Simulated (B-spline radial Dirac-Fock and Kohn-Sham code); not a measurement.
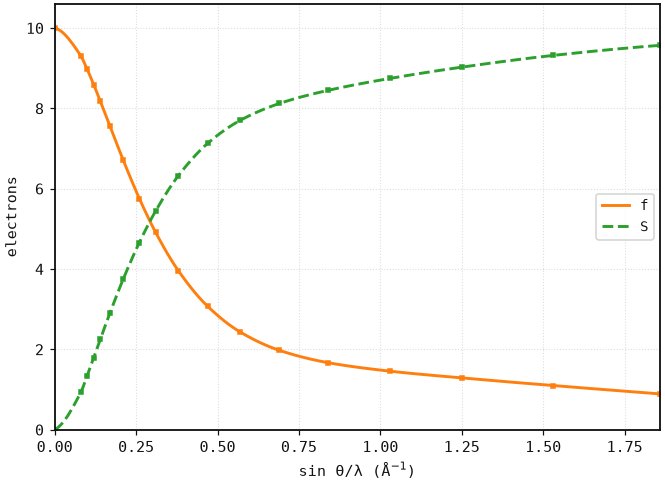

The X-ray form factor f and the incoherent scattering function S against sin θ/λ. Level of theory: the spherical Dirac–Fock density (average of configuration), S by Waller and Hartree; calculated with a radial B-spline solver.

The nuclear charge is 9. What is the species?

F⁻: f(0) = 10 electrons, so the charge is 9 − 10 = −1.
